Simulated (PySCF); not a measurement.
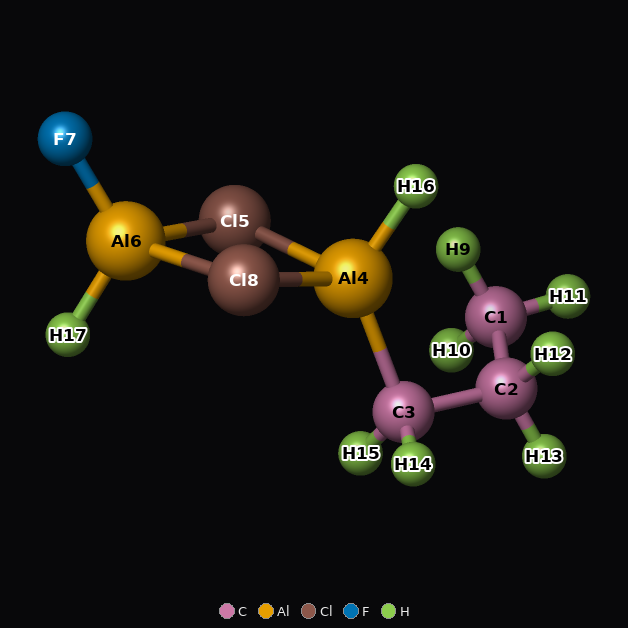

Computed geometry: GFN2-xTB optimisation. No frequency run is at hand to confirm it as a minimum. Electric field gradients from the ground-state density, PBE0/pcSseg-1 (PySCF 2.14.0), non-relativistic apart from any core potentials.

Give the largest field-gradient component, the quadrupole coupling constant and the asymmetry for 27Al at Al4 (Q = 146.6 mb), 35Cl at Cl5 (Q = −81.7 mb), 27Al at Al6 (Q = 146.6 mb), 35Cl at Cl8 (Q = −81.7 mb), 2H at H9 (Q = 2.86 mb), 2H at H10 (Q = 2.86 mb), 2H at H11 (Q = 2.86 mb), 2H at H12 (Q = 2.86 mb).

```json
{"atom": "Al4", "V_zz (a.u.)": "−1.044", "e²qQ/h (MHz)": "−36.0", "η": "0.47"}
{"atom": "Cl5", "V_zz (a.u.)": "−1.128", "e²qQ/h (MHz)": "21.6", "η": "0.51"}
{"atom": "Al6", "V_zz (a.u.)": "−0.707", "e²qQ/h (MHz)": "−24.4", "η": "0.72"}
{"atom": "Cl8", "V_zz (a.u.)": "−1.122", "e²qQ/h (MHz)": "21.5", "η": "0.49"}
{"atom": "H9", "V_zz (a.u.)": "0.299", "e²qQ/h (MHz)": "0.201", "η": "0.09"}
{"atom": "H10", "V_zz (a.u.)": "0.313", "e²qQ/h (MHz)": "0.210", "η": "0.01"}
{"atom": "H11", "V_zz (a.u.)": "0.317", "e²qQ/h (MHz)": "0.213", "η": "0.01"}
{"atom": "H12", "V_zz (a.u.)": "0.299", "e²qQ/h (MHz)": "0.201", "η": "0.01"}
```

The geometry is semi-empirical. Around Al such bond lengths and angles can be off by a tenth of an ångström or more and by several degrees, and values that hang on the shape move with them.
